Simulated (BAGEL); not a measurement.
# SiH2Cl2 (dichlorosilane (DCS)) at FCI/STO-3G (density fitting with qzvpp-jkfit)

Aim: the vertical singlet–triplet gap of SiH2Cl2 (dichlorosilane (DCS)) at FCI/STO-3G (density fitting with qzvpp-jkfit), from 2 runs. 

The calculation is run with BAGEL 1.2.2.

3 further runs of the same task are left out: 2 that didn't finish, 1 set aside as unsound or not needed. Runs told in other sessions of the task aren't counted.

## Step 1: The system as given

The species is SiH2Cl2 (5 atoms), meant as a singlet with charge 0. As SMILES, `Cl[SiH2]Cl`. The shape is that of a PBE0-D4/def2-TZVP optimisation.

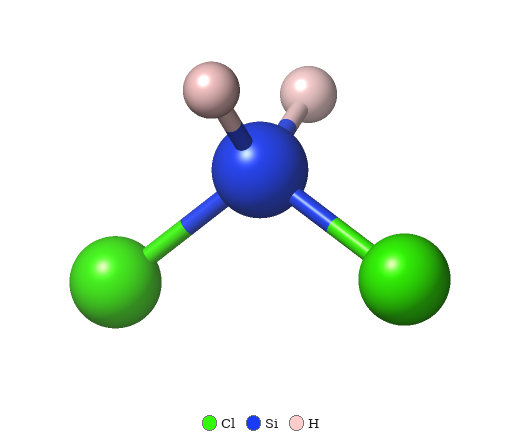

The structure, seen from a chosen angle (chlorine green, silicon blue, hydrogen pink).

## Step 2: A single-point energy at FCI/STO-3G (density fitting with qzvpp-jkfit)

The input, input.json:

```json
{ "bagel": [

{
  "title": "molecule",
  "basis": "sto-3g",
  "df_basis": "qzvpp-jkfit",
  "angstrom": true,
  "geometry": [
    { "atom": "Cl", "xyz": [   -1.036100,   -0.393400,    1.609300 ] },
    { "atom": "Si", "xyz": [    0.136800,   -0.071700,   -0.028900 ] },
    { "atom": "Cl", "xyz": [   -0.799200,    1.196800,   -1.324000 ] },
    { "atom": "H", "xyz": [    0.352000,   -1.362200,   -0.711200 ] },
    { "atom": "H", "xyz": [    1.396500,    0.556600,    0.413400 ] }
  ]
},
{
  "title": "hf"
},
{
  "title": "fci",
  "nstate": 1,
  "ncore": 15
}

]}
```

Command:

```sh
$ BAGEL_NUM_THREADS=1 BAGEL input.json > input.out
```

The log of the run:

```text
* using 1 threads per process

  ===============================================================
  ===============================================================

  *** Geometry ***

  { "atom" : "Cl", "xyz" : [     -1.957945,     -0.743418,      3.041136 ] },
  { "atom" : "Si", "xyz" : [      0.258515,     -0.135493,     -0.054613 ] },
  { "atom" : "Cl", "xyz" : [     -1.510269,      2.261624,     -2.501997 ] },
  { "atom" : "H", "xyz" : [      0.665184,     -2.574185,     -1.343973 ] },
  { "atom" : "H", "xyz" : [      2.639003,      1.051822,      0.781213 ] },

  Number of auxiliary basis functions:      420

  Since a DF basis is specified, we compute 2- and 3-index integrals:
    o Being stored without compression. Storage requirement is 0.003 GB

  Number of basis functions:       29
  Number of electrons      :       50

    * METHOD: MOLECULE                             0.12

  *** RHF ***

  === Nuclear Repulsion ===
   191.9634209879

      * DIIS with orbital gradients will be used.

  === RHF iteration (sto-3g) ===
      0      -1195.96217495          0.01181061           0.02
      1      -1196.02748829          0.00187912           0.02
      2      -1196.02889939          0.00040649           0.02
      3      -1196.02902484          0.00004763           0.02
      4      -1196.02902686          0.00000582           0.02
      5      -1196.02902689          0.00000063           0.02
      6      -1196.02902689          0.00000014           0.02
      7      -1196.02902689          0.00000004           0.02
      8      -1196.02902689          0.00000001           0.02
    * SCF iteration converged.

    * Permanent dipole moment:
           (   -1.048401,     0.470651,     0.170561) a.u.

    * METHOD: HF                                   0.25

  ---------------------------
        FCI calculation
  ---------------------------

  Performs exactly the same way as Knowles & Handy 1984 CPL

  o alpha-beta strings
      length:          2002
  o size of the space
      determinant space:  1002001
      spin-adapted space: 273273

  o single displacement lists (alpha)
      length:         50050
  o single displacement lists (beta)
      length:         50050

     guess   0:   closed 1111111111....       open ..............

  === FCI iteration ===

      0  0     -1196.02902689     2.94e-04      2.36
      1  0     -1196.08758135     1.06e-04      2.39
      2  0     -1196.09252149     4.13e-05      2.37
      3  0     -1196.09316088     1.45e-05      2.38
      4  0     -1196.09322462     5.38e-06      2.38
      5  0     -1196.09323344     1.86e-06      2.36
      6  0     -1196.09323434     6.57e-07      2.36
      7  0     -1196.09323446     2.17e-07      2.48
      8  0     -1196.09323447     6.98e-08      2.42
      9  0     -1196.09323447     2.45e-08      2.39
     10  0     -1196.09323447     8.20e-09      2.43
     11  0     -1196.09323447     3.17e-09      2.40
     12  0     -1196.09323447     1.11e-09      2.38
     13  0     -1196.09323447     3.67e-10      2.32
     14  0     -1196.09323447     1.21e-10      2.43
     15  0 *   -1196.09323447     4.25e-11      2.21

     * ci vector, state   0, <S^2> = -0.0000
       2222222222....     0.9749616200

    * METHOD: FCI                                 38.71

  ===============================================================
```

It took 39 s on 1 thread of Arm Neoverse V1, shared host; peak memory 1.9 GiB.

## Step 3: The triplet, same level

The input, input.json:

```json
{ "bagel" : [

{
  "title" : "molecule",
  "basis" : "sto-3g",
  "df_basis" : "qzvpp-jkfit",
  "angstrom" : true,
  "geometry" : [
    { "atom" : "Cl", "xyz" : [      -1.036100,      -0.393400,       1.609300 ] },
    { "atom" : "Si", "xyz" : [       0.136800,      -0.071700,      -0.028900 ] },
    { "atom" : "Cl", "xyz" : [      -0.799200,       1.196800,      -1.324000 ] },
    { "atom" : "H", "xyz" : [       0.352000,      -1.362200,      -0.711200 ] },
    { "atom" : "H", "xyz" : [       1.396500,       0.556600,       0.413400 ] }
  ]
},

{ "title" : "hf" },

{ "title" : "fci", "nstate" : 1, "ncore" : 15, "nspin" : 2 }

]}
```

Command:

```sh
$ BAGEL_NUM_THREADS=1 BAGEL input.json > input.out
```

The log of the run:

```text
* using 1 threads per process

  ===============================================================
  ===============================================================

  *** Geometry ***

  { "atom" : "Cl", "xyz" : [     -1.957945,     -0.743418,      3.041136 ] },
  { "atom" : "Si", "xyz" : [      0.258515,     -0.135493,     -0.054613 ] },
  { "atom" : "Cl", "xyz" : [     -1.510269,      2.261624,     -2.501997 ] },
  { "atom" : "H", "xyz" : [      0.665184,     -2.574185,     -1.343973 ] },
  { "atom" : "H", "xyz" : [      2.639003,      1.051822,      0.781213 ] },

  Number of auxiliary basis functions:      420

  Since a DF basis is specified, we compute 2- and 3-index integrals:
    o Being stored without compression. Storage requirement is 0.003 GB

  Number of basis functions:       29
  Number of electrons      :       50

    * METHOD: MOLECULE                             0.12

  *** RHF ***

  === Nuclear Repulsion ===
   191.9634209879

      * DIIS with orbital gradients will be used.

[... 6 lines left out ...]
    * SCF iteration converged.
[... 1 line left out ...]
    * Permanent dipole moment:
[... 101 lines left out ...]
     55  0     -1195.75057390     1.04e-08      1.77
    ** throwing out 1 trial vectors **
     56  0     -1195.75057390     8.65e-09      1.73
    ** throwing out 1 trial vectors **
     57  0     -1195.75057390     1.09e-08      1.77
    ** throwing out 1 trial vectors **
     58  0     -1195.75057390     1.48e-08      1.77
    ** throwing out 1 trial vectors **
     59  0     -1195.75057390     1.50e-08      1.75
    ** throwing out 1 trial vectors **
     60  0     -1195.75057390     1.16e-08      1.76
    ** throwing out 1 trial vectors **
     61  0     -1195.75057390     8.06e-09      1.75
    ** throwing out 1 trial vectors **
     62  0     -1195.75057390     4.62e-09      1.76
    ** throwing out 1 trial vectors **
     63  0     -1195.75057390     2.26e-09      1.76
    ** throwing out 1 trial vectors **
     64  0     -1195.75057390     9.79e-10      1.75
    ** throwing out 1 trial vectors **
     65  0     -1195.75057390     4.26e-10      1.73
    ** throwing out 1 trial vectors **
     66  0     -1195.75057390     2.04e-10      1.81
    ** throwing out 1 trial vectors **
     67  0     -1195.75057390     1.25e-10      1.81
    ** throwing out 1 trial vectors **
     68  0 *   -1195.75057390     8.95e-11      1.62

     * ci vector, state   0, <S^2> = 2.0000
       222222222aa...    -0.8682867796
       222222a222.a..    -0.3888983722
       222a222222..a.    -0.0883566069
       222a222222a...     0.0764815489
       22a2222222...a     0.0568801101
       2222a2222a2...     0.0556362629
       22222aa2222...    -0.0549779986

    * METHOD: FCI                                120.86

  ===============================================================
```

It took 2 min on 1 thread of Arm Neoverse V1, shared host; peak memory 1.5 GiB.

## Step 4: Outcome

At FCI/STO-3G (density fitting with qzvpp-jkfit), 15 core orbitals frozen:

| quantity | value |
| --- | --- |
| singlet: total energy | -1196.09323 Eh |
| triplet: total energy | -1195.75057 Eh |
| vertical energy of the triplet above the singlet | 9.324 eV |

At this shape the triplet lies 9.32 eV (215 kcal/mol) above the singlet. In a minimal basis such a difference can be off by several eV, whatever the method.
